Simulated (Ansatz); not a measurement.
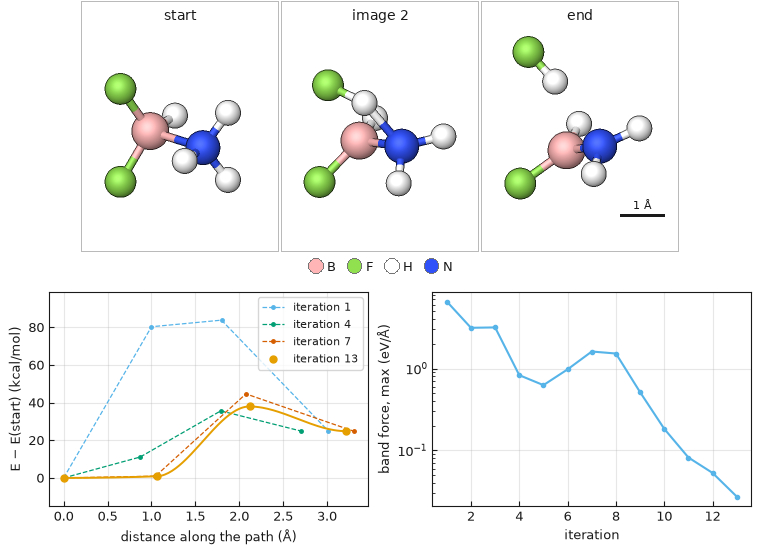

A search for the minimum-energy path of BNH4F2 by the nudged elastic band. Images are numbered from 0 (start) to 3 (end). The plot follows the band through its iterations. Style: ball-and-stick. Shown from a free direction.

Computed with RKS BHLYP-D4/def2-SVP in Ansatz 0.2.0.

The input:
```yaml
crystal:
  periodic: [false, false, false]
  atoms:
    - { symbol: B, position_ang: [0.015764, 0.137471, 0.157472] }
    - { symbol: F, position_ang: [0.179112, -0.661111, 1.256148] }
    - { symbol: F, position_ang: [1.104046, 0.146335, -0.671436] }
    - { symbol: H, position_ang: [-1.061718, 0.048191, -0.396938] }
    - { symbol: "N", position_ang: [0.04392, 1.677212, 0.815923] }
    - { symbol: H, position_ang: [0.927946, 1.810369, 1.29693] }
    - { symbol: H, position_ang: [-0.040307, 2.381145, 0.092153] }
    - { symbol: H, position_ang: [-0.709163, 1.798888, 1.482646] }
basis:
  gaussian: { orbitals: def2-SVP }
hamiltonian:
  xc: { name: BHLYP }
  dispersion: d4
neb:
  order_check: false
  images: 2
  f_tol: 0.05
  max_iterations: 60
  climbing: true
  final_atoms:
    - { symbol: B, position_ang: [0.13691308, 0.60088315, -0.39779814] }
    - { symbol: F, position_ang: [-0.52174856, -0.1826518, 2.3590752] }
    - { symbol: F, position_ang: [1.23318063, -0.09828087, -0.62304379] }
    - { symbol: H, position_ang: [-0.89442308, 0.28026904, -0.90716458] }
    - { symbol: "N", position_ang: [0.21007734, 1.71021514, 0.46340006] }
    - { symbol: H, position_ang: [1.10175076, 2.08457474, 0.74848168] }
    - { symbol: H, position_ang: [-0.54172261, 2.37671323, 0.50822518] }
    - { symbol: H, position_ang: [-0.26442755, 0.56677737, 1.88172239] }
  initial_path:
    images:
      - { positions_ang: [[0.015764, 0.137471, 0.157472], [0.179112, -0.661111, 1.256148], [1.104046, 0.146335, -0.671436], [-1.061718, 0.048191, -0.396938], [0.04392, 1.677212, 0.815923], [0.927946, 1.810369, 1.29693], [-0.040307, 2.381145, 0.092153], [-0.709163, 1.798888, 1.482646]] }
      - { positions_ang: [[-0.02480665, 0.06409361, 0.02558906], [0.04757444, -0.25382585, 1.50380092], [1.09221388, 0.05732936, -0.70386171], [-1.0767071, 0.07995304, -0.54306829], [0.09324781, 1.72404031, 0.68599817], [0.66633305, 1.87572859, 1.48694323], [-0.15090603, 2.50838958, 0.0568251], [-0.18734941, 1.28279136, 1.52067152]] }
      - { positions_ang: [[0.01557638, 0.21856432, -0.15950099], [-0.18604575, -0.09433945, 1.87144332], [1.13525876, -0.02420926, -0.68773097], [-1.02094212, 0.15731239, -0.71314382], [0.14863359, 1.73504136, 0.56849053], [0.72426797, 1.9671305, 1.30412712], [-0.31804457, 2.50691232, 0.19551582], [-0.03910426, 0.87208781, 1.65369698]] }
      - { positions_ang: [[0.13691308, 0.60088315, -0.39779814], [-0.52174856, -0.1826518, 2.3590752], [1.23318063, -0.09828087, -0.62304379], [-0.89442308, 0.28026904, -0.90716458], [0.21007734, 1.71021514, 0.46340006], [1.10175076, 2.08457474, 0.74848168], [-0.54172261, 2.37671323, 0.50822518], [-0.26442755, 0.56677737, 1.88172239]] }
```

Command:
```bash
ansatz run input.yaml --threads 1 --pin off --max-ram 2048MiB --backend cpu --events-out ev --progress --plain --runs-dir out
```

Question: Judge this run.

Answer: The run is converged, with reservations. The band converged in 13 iterations. The largest component of the band force went from 6.6 to 0.027 eV/Å. The climbing image converged on the top of the path. Its curvatures weren't checked. So few images resolve the path coarsely. The first iteration put the highest image at 83.8 kcal/mol. The highest point, image 2, lies 37.9 kcal/mol above the start and 13.1 kcal/mol above the end; the end is at +24.8 kcal/mol relative to the start.

The run took 75 s on 1 thread of Arm Neoverse V1, on a shared host, peak memory 0.14 GiB.
